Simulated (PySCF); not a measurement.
## Electronic structure of CH₅Br₂FSi₂ in real space

```yaml
atoms:
  - { symbol: F, position_ang: [-2.5611, -0.2083, -1.4107] }
  - { symbol: Si, position_ang: [-1.5305, 0.0032, -0.2004] }
  - { symbol: Br, position_ang: [-2.0066, 1.9961, 0.6028] }
  - { symbol: Br, position_ang: [-2.0947, -1.5194, 1.2844] }
  - { symbol: C, position_ang: [0.2419, -0.1531, -0.7807] }
  - { symbol: Si, position_ang: [1.5647, 0.0709, 0.5872] }
  - { symbol: H, position_ang: [0.3718, -1.1334, -1.2402] }
  - { symbol: H, position_ang: [0.4173, 0.5812, -1.5674] }
  - { symbol: H, position_ang: [2.8636, -0.0726, -0.0635] }
  - { symbol: H, position_ang: [1.3948, 1.4028, 1.1672] }
  - { symbol: H, position_ang: [1.3442, -0.9648, 1.5953] }
```

Geometry: GFN2-xTB.

Level of theory: wB97X-D/def2-SVPD, SCF density, gas phase (PySCF 2.14.0).

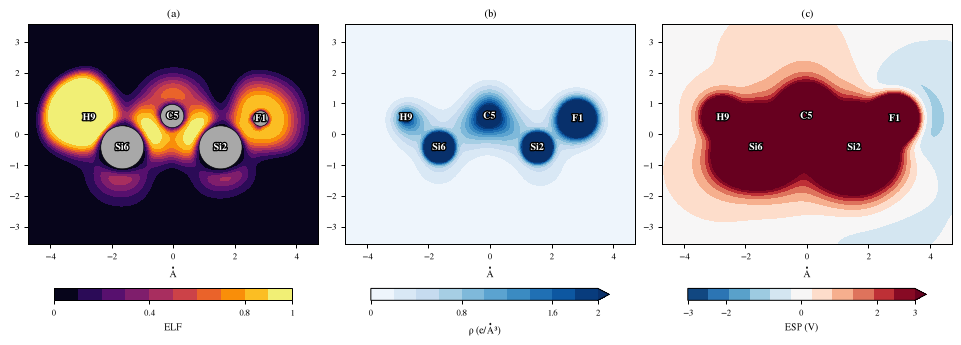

Figure 1. (a) ELF; (b) electron density; (c) electrostatic potential on the plane of atoms F1, Si2 and C5. Grey discs cover the atomic cores in the ELF map.

> Read the bonding off the picture.

The plane passes through F, Si, C and H nuclei. Si–F (1.60 Å): ρ is about 1.1 e/Å³ halfway; the ELF peaks at about 0.85 in the valence shell of F, 0.5 Å from its nucleus, and is about 0.45 at the midpoint. C–Si (1.87 Å): the density is about 0.98 e/Å³ at the midpoint; the ELF peaks at about 0.95 between the atoms; localised, covalent bonding. C–Si (1.92 Å): ρ at the midpoint is about 0.87 e/Å³; the ELF peaks at about 0.95 between the atoms; localised, covalent bonding. Si–H (1.46 Å): the density is about 0.8 e/Å³ at the midpoint; the ELF climbs to about 1 towards the hydrogen, as it does in any bond to H. The ELF also peaks beside F1, away from the bonds: lone-pair regions. Outside the dense part of the molecule the potential is most negative (−0.9 V) near F1.

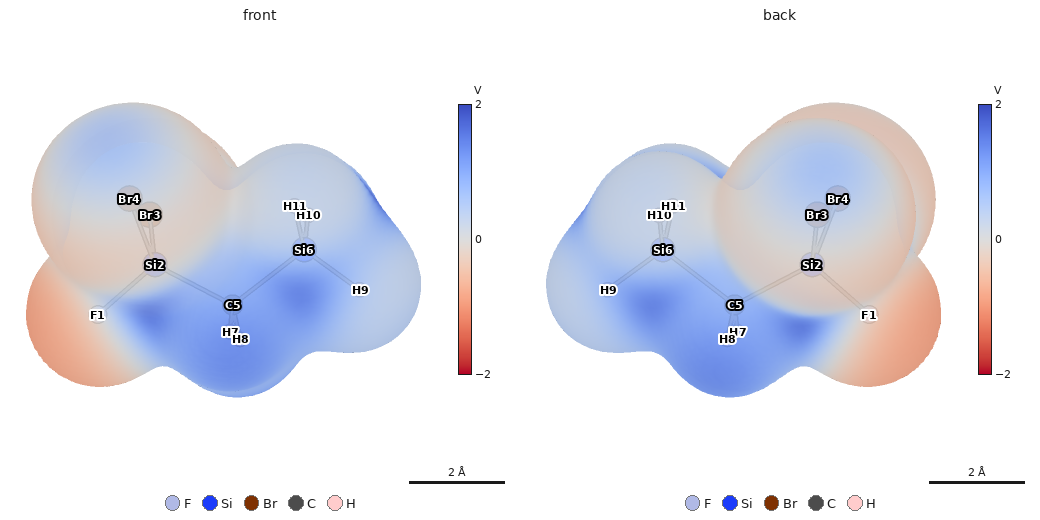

Figure 2. The electrostatic potential painted on the density surface at 0.002 e/bohr³, seen from the front and from behind; red is negative and blue positive.

> Which sites attract a positive test charge, and which a negative one?

A positive charge is drawn to the negative regions and a negative charge to the positive ones. The most negative region (about −0.9 V) lies over F1, the most positive (about +1.5 V) over Si2 and Si6. Br3 shows a σ-hole: about +0.7 V at the tip opposite its bond, against about −0.2 V on its flanks. Br4 shows a σ-hole: about +0.7 V at the tip opposite its bond, against about −0.3 V on its flanks.

> What dipole moment does the calculation give?

Its dipole moment is 2.43 D.
